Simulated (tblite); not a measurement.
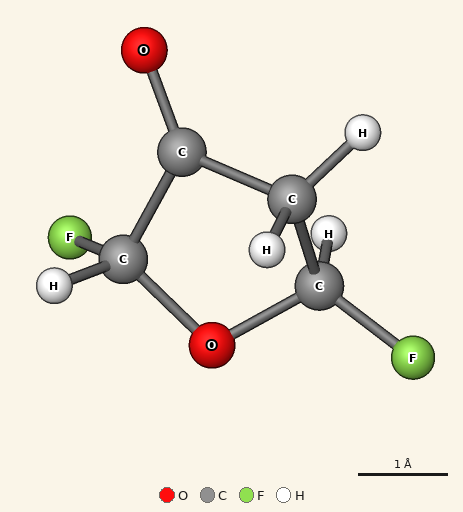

C4H4F2O2 (charge +1, multiplicity 2), before the relaxation. A ball-and-stick model, seen at a tilt.

Method: GFN2-xTB geometry optimisation, gas phase (tblite 0.8.0).

```xyz
12

O     0.7129    1.0887    1.8842
C     0.4246    0.6047    0.7902
C    -0.7949    0.7775   -0.0238
C    -0.8956   -0.6657   -0.4973
F    -1.8727   -0.8619   -1.4277
O     0.3947   -0.8681   -0.9815
C     1.2738   -0.3407   -0.0278
F     1.9417   -1.2633    0.7203
H    -0.5211    1.4083   -0.8824
H    -1.6888    1.1057    0.5487
H    -0.9949   -1.2992    0.4083
H     2.0214    0.3132   -0.5373
```

### What does the optimiser find from here?

F5 moves most after the best rigid fit: 1.41 Å. By element the largest moves are F 1.41 Å, H 1.23 Å, O 1.06 Å, C 0.35 Å. Some distances before and after: C2–C7 1.511 → 1.747 Å, O1–C2 1.231 → 1.156 Å, O6–C7 1.400 → 1.333 Å, C7–F8 1.363 → 1.307 Å. Among the angles between lasting bonds that change: C3–C4–H11 107.1° → 116.8°, O1–C2–C3 129.6° → 138.8°, C2–C3–C4 96.6° → 105.8°. After 66 geometry steps the energy has fallen by 1.173 eV.

Final geometry:

```xyz
12

O     1.1420    1.7195    1.1599
C     0.5124    0.9068    0.6312
C    -0.8955    0.6651    0.2431
C    -0.8862   -0.6404   -0.5810
F    -0.6418   -0.3277   -1.8748
O     0.2006   -1.3715   -0.0700
C     1.2568   -0.5705    0.0704
F     2.1220   -1.0135    0.9447
H    -1.2874    1.5170   -0.3292
H    -1.4959    0.5749    1.1587
H    -1.7884   -1.2617   -0.5348
H     1.7625   -0.1987   -0.8442
```

After the run, drawn alike:

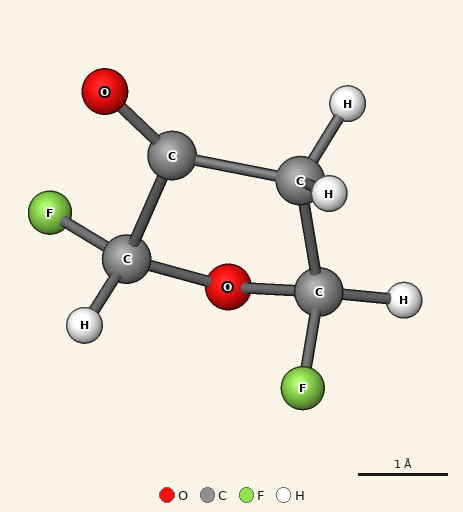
